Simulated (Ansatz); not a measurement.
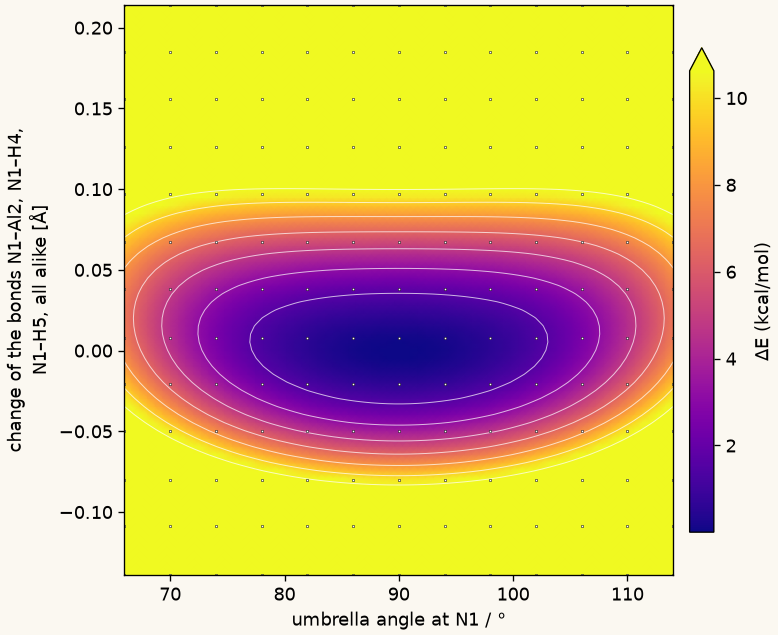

AlH3NO, SMILES [NH2][AlH][O], spin multiplicity 2. 
- First axis: umbrella angle at N1 (between each of its bonds and their common axis; 90 is planar). Second axis: change of the bonds N1–Al2, N1–H4, N1–H5, all alike.
- Nothing is relaxed (all other coordinates rigid).
- Grid: 13 × 13 points; 91 points were computed and 78 follow by symmetry.
- Points are written as (first, second).
- Energies are in kcal/mol, from the relaxed molecule at the same level.
- Method: Ansatz, UHF-MP2, frozen core/def2-TZVP.

Drawn: a smooth colour map with a few white contour lines, dots at the grid points, one colour for all values above the top of the scale. Between grid points the surface is interpolated.

**Where is the minimum, and how stiff is the well along each coordinate?**

The interpolated minimum is at the first coordinate ≈ 90.0°, the second coordinate ≈ 0.000 Å. The curvatures there are about 2.3 eV/rad² and 118 eV/Å², with a cross term of about 0 eV/(rad·Å). Round the minimum the two coordinates are nearly uncoupled. (1 eV is 23.1 kcal/mol.)
